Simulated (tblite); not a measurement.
# Run report: Si$_{8}$N$_{12}$H$_{20}$, geometry relaxation (part 1 of 2)

The run: geometry relaxation of Si$_{8}$N$_{12}$H$_{20}$. Method and program: GFN2-xTB geometry optimisation, gas phase (tblite 0.8.0).

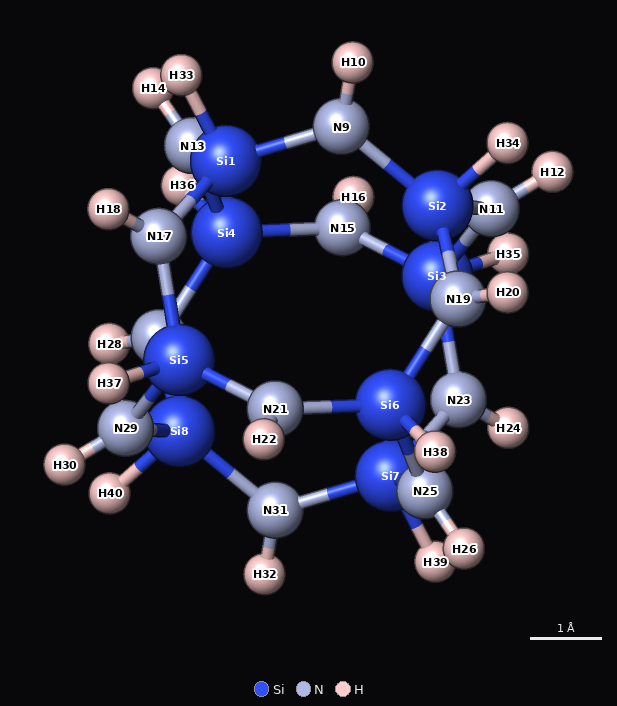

Fig. 1: The input geometry (ball-and-stick view, seen at a tilt; atoms are numbered from 1 in the order of the input).

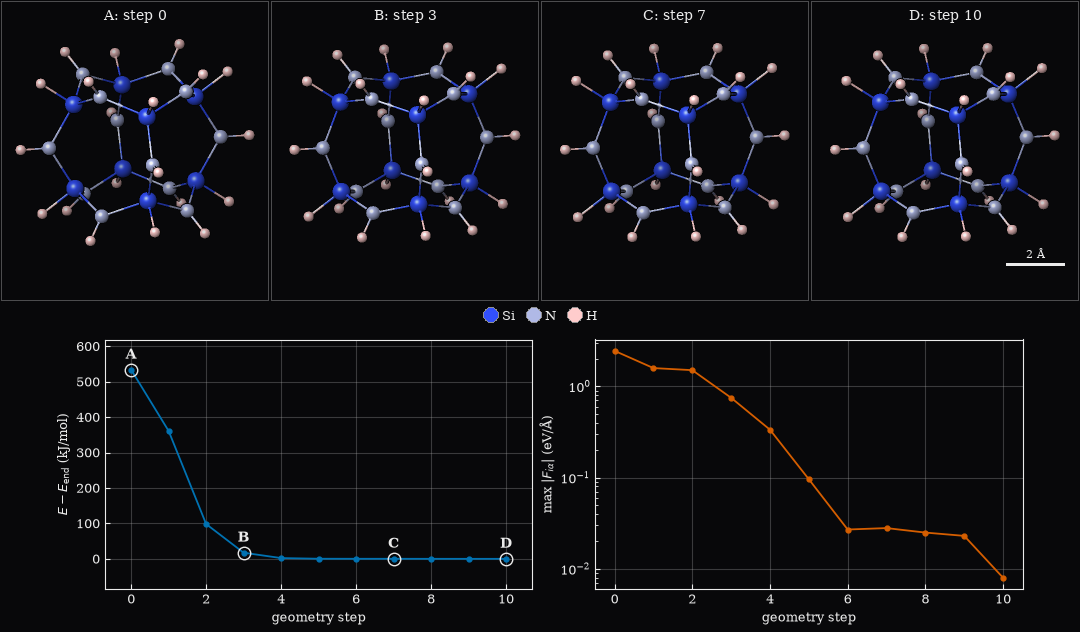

Fig. 2: Frames of the relaxation (ball-and-stick view, seen on its broad side) above the curves, on which the letters mark them (steps are counted from 0).

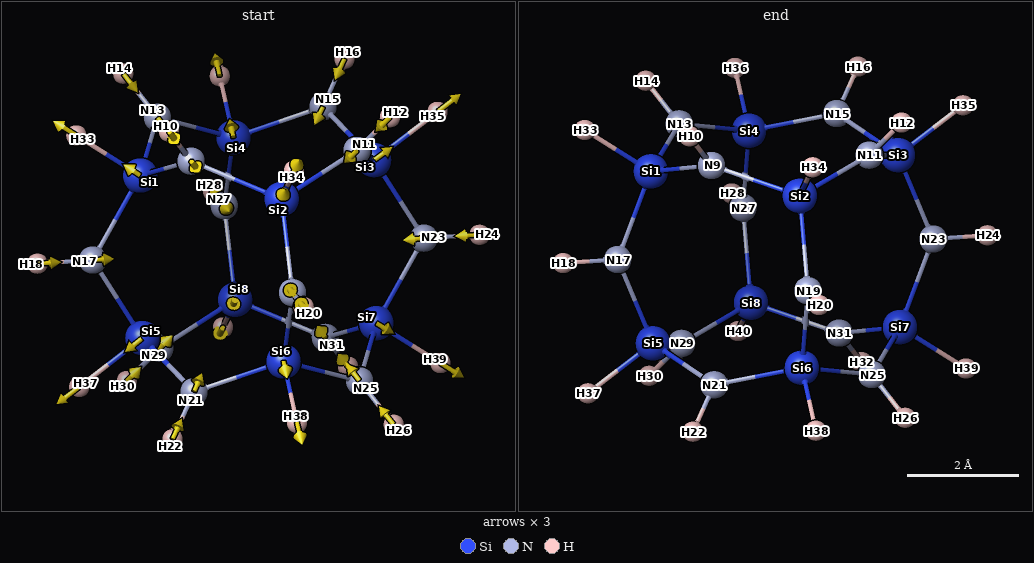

Fig. 3: Before (left) and after (right) the relaxation, at one scale (ball-and-stick view, seen on its broad side). The yellow arrows give the displacements, magnified 3 times. The largest moves after the best rigid fit, 0.19 Å, are those of H33, H34, H35, H36, H39 and H40. Largest moves by element: H 0.19 Å, Si 0.16 Å, N 0.15 Å. Among the contacts that change: Si2–N9 1.779 → 1.729 Å, Si1–H33 1.435 → 1.481 Å, Si1–N13 1.773 → 1.729 Å, Si2–H34 1.443 → 1.481 Å. Among the angles that change: Si5–N21–Si6 118.9° → 137.4°, N23–Si3–H35 94.4° → 103.9°, Si6–N21–H22 120.7° → 111.3°. Over 10 geometry steps the energy falls by 533.7 kJ/mol. Largest force component: 2.5 eV/Å at the start, 0.008 eV/Å at the end. (Atoms are counted from 1 in the order of the input.)

The input and output of the run follow.

Input file:
```
{"job": {"kind": "relax", "xc": "GFN2-xTB", "basis": "xTB"}, "charge": 0, "multiplicity": 1}
Si     2.161600    -0.001800     1.523400
Si    -0.003200     2.159300     1.518100
Si    -2.151500    -0.002300     1.526000
Si    -0.000700    -2.152300     1.518800
Si     2.155700    -0.001200    -1.521600
Si    -0.003300     2.156200    -1.527600
Si    -2.156600     0.001700    -1.528300
Si     0.003400    -2.154000    -1.523500
N      1.530300     1.525500     2.159900
H      2.034800     2.036800     2.883200
N     -1.529700     1.526400     2.158200
H     -2.040100     2.035600     2.881600
N      1.524200    -1.526900     2.165300
H      2.039800    -2.038200     2.878900
N     -1.529800    -1.522500     2.160500
H     -2.039500    -2.037000     2.887900
N      3.055600     0.001900     0.000900
H      4.074100    -0.003400    -0.001000
N     -0.000600     3.057000     0.002500
H      0.002800     4.076100     0.002700
N      1.525300     1.531400    -2.158800
H      2.036700     2.039100    -2.881800
N     -3.051800     0.004600     0.006600
H     -4.079400    -0.004300    -0.001500
N     -1.527100     1.530200    -2.159400
H     -2.043700     2.036700    -2.879100
N      0.000700    -3.052900    -0.000700
H     -0.000600    -4.074600     0.001200
N      1.528200    -1.527200    -2.162300
H      2.038700    -2.037200    -2.878200
N     -1.524000    -1.527000    -2.161400
H     -2.039500    -2.036300    -2.881400
H      3.331400     0.000100     2.354500
H      0.002100     3.331100     2.360100
H     -3.331200     0.001800     2.353100
H      0.000500    -3.330200     2.353500
H      3.331600     0.000100    -2.360500
H      0.000900     3.334900    -2.359000
H     -3.331300    -0.003900    -2.356500
H     -0.004800    -3.329000    -2.355200
```

The first line tells a small driver script what to run in tblite; the rest is the geometry in Å.

Command:
```bash
OMP_NUM_THREADS=2 python <driver script> task.json out
```

Output:
```
step      E/eV     max force
  0   -1619.00305    2.977
  1   -1620.79423    1.697
  2   -1623.51631    1.844
  3   -1624.35502    0.880
  4   -1624.51181    0.421
  5   -1624.53125    0.115
  6   -1624.53265    0.034
  7   -1624.53295    0.035
  8   -1624.53363    0.030
  9   -1624.53397    0.025
 10   -1624.53407    0.010
```

Trajectory as extended XYZ (Å, eV, eV/Å), 11 frames, from step=0 to step=10:
```
40
Properties=species:S:1:pos:R:3:forces:R:3 step=0 energy=-1619.00305
Si    2.1616   -0.0018    1.5234    2.1090   0.0370   1.7200
Si   -0.0032    2.1593    1.5181    0.1030   2.2090   1.8890
Si   -2.1515   -0.0023    1.5260   -2.4310   0.1240   1.6550
Si   -0.0007   -2.1523    1.5188   -0.0210  -2.3450   1.8340
Si    2.1557   -0.0012   -1.5216    2.3490   0.0970  -1.7550
Si   -0.0033    2.1562   -1.5276    0.0780   2.4500  -1.5500
Si   -2.1566    0.0017   -1.5283   -2.2910  -0.0520  -1.4360
Si    0.0034   -2.1540   -1.5235   -0.0610  -2.3320  -1.6830
N     1.5303    1.5255    2.1599   -1.2950  -1.1430  -1.7460
H     2.0348    2.0368    2.8832   -0.4940  -0.5090  -0.7110
N    -1.5297    1.5264    2.1582    1.2170  -1.0650  -1.6170
H    -2.0401    2.0356    2.8816    0.5430  -0.5380  -0.7630
N     1.5242   -1.5269    2.1653   -1.1550   1.2600  -1.7530
H     2.0398   -2.0382    2.8789   -0.4970   0.4610  -0.6790
N    -1.5298   -1.5225    2.1605    1.1860   0.8600  -1.4650
H    -2.0395   -2.0370    2.8879    0.6320   0.6370  -0.8980
N     3.0556    0.0019    0.0009   -2.3160  -0.0190  -0.0750
H     4.0741   -0.0034   -0.0010   -0.9720   0.0010  -0.0020
N    -0.0006    3.0570    0.0025   -0.0100  -2.3290  -0.2040
H     0.0028    4.0761    0.0027   -0.0020  -0.9950  -0.0060
N     1.5253    1.5314   -2.1588   -1.0860  -1.2610   1.6480
H     2.0367    2.0391   -2.8818   -0.5320  -0.5280   0.7490
N    -3.0518    0.0046    0.0066    2.0740  -0.0110  -0.2830
H    -4.0794   -0.0043   -0.0015    1.3050   0.0020   0.0410
N    -1.5271    1.5302   -2.1594    1.0430  -1.1980   1.5720
H    -2.0437    2.0367   -2.8791    0.5430  -0.4990   0.7360
N     0.0007   -3.0529   -0.0007    0.0080   2.2330  -0.0320
H    -0.0006   -4.0746    0.0012   -0.0010   1.0940  -0.0050
N     1.5282   -1.5272   -2.1623   -1.2010   1.2430   1.7460
H     2.0387   -2.0372   -2.8782   -0.4490   0.4480   0.6340
N    -1.5240   -1.5270   -2.1614    1.0950   1.2060   1.6170
H    -2.0395   -2.0363   -2.8814    0.5610   0.5220   0.7630
H     3.3314    0.0001    2.3545    1.0980  -0.0120   0.7670
H     0.0021    3.3311    2.3601   -0.0050   0.9560   0.6710
H    -3.3312    0.0018    2.3531   -1.0080  -0.0040   0.7220
H     0.0005   -3.3302    2.3535   -0.0140  -0.9540   0.6690
H     3.3316    0.0001   -2.3605    0.9310   0.0060  -0.6490
H     0.0009    3.3349   -2.3590   -0.0090   0.9650  -0.6750
H    -3.3313   -0.0039   -2.3565   -1.0410   0.0080  -0.7300
H    -0.0048   -3.3290   -2.3552    0.0150  -1.0230  -0.7180
40
Properties=species:S:1:pos:R:3:forces:R:3 step=1 energy=-1620.79423
Si    2.1917   -0.0013    1.5480    1.0810   0.0220   0.8190
Si   -0.0017    2.1908    1.5451    0.0560   1.1130   0.8960
Si   -2.1862   -0.0005    1.5496   -1.2240   0.0190   0.7710
Si   -0.0010   -2.1858    1.5450   -0.0210  -1.1860   0.8870
Si    2.1893    0.0002   -1.5467    1.1630   0.0590  -0.8720
Si   -0.0022    2.1912   -1.5498    0.0240   1.1870  -0.8010
Si   -2.1893    0.0010   -1.5488   -1.1590  -0.0190  -0.7470
Si    0.0026   -2.1873   -1.5475   -0.0560  -1.1590  -0.8360
N     1.5118    1.5092    2.1350   -0.5260  -0.4240  -0.6740
H     2.0277    2.0295    2.8730   -0.8050  -0.8200  -1.1550
N    -1.5123    1.5112    2.1351    0.5190  -0.4450  -0.6740
H    -2.0324    2.0279    2.8707    0.7990  -0.7820  -1.1200
N     1.5077   -1.5089    2.1402   -0.4360   0.4910  -0.6880
H     2.0327   -2.0316    2.8692   -0.8210   0.7950  -1.1340
N    -1.5129   -1.5102    2.1395    0.5510   0.4520  -0.7160
H    -2.0305   -2.0279    2.8751    0.7840   0.7750  -1.1060
N     3.0225    0.0016   -0.0002   -0.9660  -0.0150  -0.0070
H     4.0603   -0.0034   -0.0011   -1.5560   0.0050   0.0000
N    -0.0008    3.0237   -0.0004   -0.0030  -0.9640  -0.0300
H     0.0028    4.0618    0.0026   -0.0040  -1.5700  -0.0140
N     1.5098    1.5133   -2.1352   -0.4530  -0.5210   0.6810
H     2.0291    2.0315   -2.8711   -0.8000  -0.8000   1.1320
N    -3.0222    0.0044    0.0025    1.0100  -0.0160  -0.0920
H    -4.0608   -0.0043   -0.0009    1.5860   0.0060   0.0210
N    -1.5122    1.5131   -2.1369    0.4610  -0.5250   0.6950
H    -2.0359    2.0296   -2.8686    0.7910  -0.7590   1.0920
N     0.0008   -3.0210   -0.0011    0.0020   0.9890   0.0180
H    -0.0006   -4.0590    0.0012    0.0000   1.5670  -0.0080
N     1.5110   -1.5095   -2.1374   -0.4520   0.4760   0.6730
H     2.0323   -2.0308   -2.8692   -0.7970   0.7970   1.1220
N    -1.5084   -1.5098   -2.1383    0.4560   0.5240   0.6990
H    -2.0315   -2.0289   -2.8705    0.8100   0.7840   1.1230
H     3.3471    0.0000    2.3655    1.3870  -0.0050   0.9780
H     0.0020    3.3447    2.3697   -0.0010   1.3280   0.9340
H    -3.3456    0.0017    2.3634   -1.3710  -0.0010   0.9760
H     0.0003   -3.3438    2.3631   -0.0030  -1.3460   0.9490
H     3.3449    0.0002   -2.3698    1.3180   0.0040  -0.9270
H     0.0008    3.3487   -2.3686   -0.0040   1.3330  -0.9410
H    -3.3462   -0.0038   -2.3669   -1.3520   0.0030  -0.9530
H    -0.0046   -3.3436   -2.3654    0.0110  -1.3720  -0.9700
40
Properties=species:S:1:pos:R:3:forces:R:3 step=2 energy=-1623.51631
Si    2.2592    0.0000    1.6007   -0.4760   0.0190  -0.5430
Si    0.0017    2.2609    1.6029   -0.0680  -0.5850  -0.7310
Si   -2.2632    0.0018    1.5997    0.7840  -0.0900  -0.5720
Si   -0.0021   -2.2603    1.6017    0.0990   0.7020  -0.6530
Si    2.2630    0.0037   -1.6018   -0.7370  -0.0930   0.5860
Si   -0.0003    2.2670   -1.5996   -0.0600  -0.8600   0.4000
Si   -2.2621   -0.0004   -1.5952    0.6560   0.0480   0.2320
Si   -0.0003   -2.2606   -1.6004    0.0300   0.7100   0.4940
N     1.4755    1.4787    2.0874    0.2150   0.0770   0.2220
H     1.9913    1.9923    2.8207   -0.5850  -0.5870  -0.8370
N    -1.4772    1.4809    2.0892   -0.1580  -0.0200   0.1110
H    -1.9955    1.9917    2.8190    0.5620  -0.5250  -0.7730
N     1.4766   -1.4743    2.0920    0.0700  -0.1940   0.1920
H     1.9956   -1.9959    2.8181   -0.5960   0.6080  -0.8460
N    -1.4770   -1.4823    2.0939   -0.1910   0.2060  -0.0090
H    -1.9931   -1.9908    2.8222    0.4980   0.4710  -0.6890
N     2.9566    0.0008   -0.0014    0.1770   0.0030   0.0780
H     3.9896   -0.0032   -0.0011   -1.1750   0.0030   0.0060
N    -0.0010    2.9577   -0.0041    0.0050   0.1890   0.2690
H     0.0026    3.9904    0.0019   -0.0040  -1.1610  -0.0170
N     1.4789    1.4777   -2.0886   -0.0040   0.2180  -0.1510
H     1.9924    1.9948   -2.8192   -0.5600  -0.5720   0.7990
N    -2.9578    0.0036   -0.0046   -0.0290  -0.0170   0.3120
H    -3.9847   -0.0041    0.0004    0.9620   0.0040  -0.0230
N    -1.4816    1.4781   -2.0907    0.0180   0.1450  -0.0820
H    -1.9994    1.9948   -2.8183    0.5670  -0.5710   0.7990
N     0.0010   -2.9553   -0.0009   -0.0080  -0.1120   0.0720
H    -0.0006   -3.9864    0.0008    0.0020   1.1070  -0.0070
N     1.4787   -1.4757   -2.0898    0.1080  -0.1560  -0.1850
H     1.9967   -1.9952   -2.8191   -0.6110   0.6150   0.8630
N    -1.4772   -1.4747   -2.0914   -0.0660  -0.1280  -0.1110
H    -1.9940   -1.9928   -2.8187    0.5600   0.5740   0.7960
H     3.4130   -0.0004    2.4119    1.2780   0.0070   0.9100
H     0.0019    3.4066    2.4132   -0.0010   1.4450   1.0130
H    -3.4098    0.0016    2.4092   -1.4310  -0.0020   1.0120
H     0.0000   -3.4064    2.4072    0.0080  -1.5050   1.0640
H     3.4062    0.0004   -2.4128    1.4860   0.0010  -1.0470
H     0.0005    3.4110   -2.4125    0.0000   1.4340  -1.0230
H    -3.4101   -0.0036   -2.4120   -1.3280  -0.0010  -0.9370
H    -0.0040   -3.4081   -2.4109    0.0040  -1.4060  -0.9960
40
Properties=species:S:1:pos:R:3:forces:R:3 step=3 energy=-1624.35502
Si    2.2860    0.0011    1.6188   -0.5470  -0.0100  -0.5330
Si    0.0021    2.2870    1.6200   -0.1030  -0.5820  -0.6250
Si   -2.2891    0.0017    1.6160    0.7320  -0.0660  -0.4440
Si   -0.0005   -2.2864    1.6197    0.0150   0.6680  -0.5590
Si    2.2882    0.0035   -1.6200   -0.6770  -0.0790   0.5570
Si   -0.0003    2.2913   -1.6184   -0.0620  -0.7490   0.4480
Si   -2.2882   -0.0002   -1.6154    0.6620   0.0540   0.3480
Si   -0.0009   -2.2861   -1.6192    0.0420   0.6650   0.5180
N     1.4586    1.4619    2.0636    0.2090   0.0580   0.1950
H     1.9659    1.9666    2.7843   -0.2140  -0.2120  -0.3050
N    -1.4603    1.4629    2.0648   -0.1470   0.0340   0.1350
H    -1.9700    1.9672    2.7836    0.2220  -0.1970  -0.2990
N     1.4594   -1.4578    2.0674    0.1180  -0.1580   0.2000
H     1.9699   -1.9706    2.7821   -0.2380   0.2510  -0.3450
N    -1.4609   -1.4631    2.0687   -0.1440   0.0860   0.0380
H    -1.9679   -1.9662    2.7869    0.1670   0.1590  -0.2320
N     2.9220    0.0004   -0.0009    0.2370   0.0070   0.0370
H     3.9394   -0.0031   -0.0010   -0.5040   0.0010   0.0060
N    -0.0011    2.9232   -0.0015    0.0060   0.2280   0.1140
H     0.0024    3.9401    0.0014   -0.0030  -0.4810  -0.0040
N     1.4609    1.4613   -2.0645    0.0410   0.1780  -0.1570
H     1.9671    1.9693   -2.7833   -0.2070  -0.2090   0.2930
N    -2.9229    0.0030   -0.0026   -0.0660  -0.0110   0.1490
H    -3.9343   -0.0039    0.0006    0.2680   0.0000  -0.0140
N    -1.4638    1.4611   -2.0661   -0.0360   0.1640  -0.1400
H    -1.9739    1.9700   -2.7829    0.2330  -0.2330   0.3280
N     0.0009   -2.9203    0.0004   -0.0060  -0.1720  -0.0090
H    -0.0006   -3.9359    0.0005    0.0010   0.4350  -0.0020
N     1.4615   -1.4588   -2.0653    0.1240  -0.1740  -0.2180
H     1.9715   -1.9699   -2.7835   -0.2690   0.2710   0.3810
N    -1.4605   -1.4573   -2.0668   -0.0670  -0.1500  -0.1380
H    -1.9682   -1.9675   -2.7827    0.2010   0.2170   0.2930
H     3.4655   -0.0005    2.4490    0.5730   0.0060   0.4130
H     0.0018    3.4602    2.4508    0.0000   0.6650   0.4660
H    -3.4641    0.0015    2.4478   -0.6240   0.0000   0.4400
H     0.0000   -3.4613    2.4459    0.0040  -0.6840   0.4880
H     3.4601    0.0005   -2.4507    0.6830   0.0040  -0.4790
H     0.0004    3.4644   -2.4503   -0.0010   0.6440  -0.4590
H    -3.4626   -0.0035   -2.4489   -0.6270   0.0020  -0.4380
H    -0.0037   -3.4621   -2.4490    0.0030  -0.6290  -0.4470
```
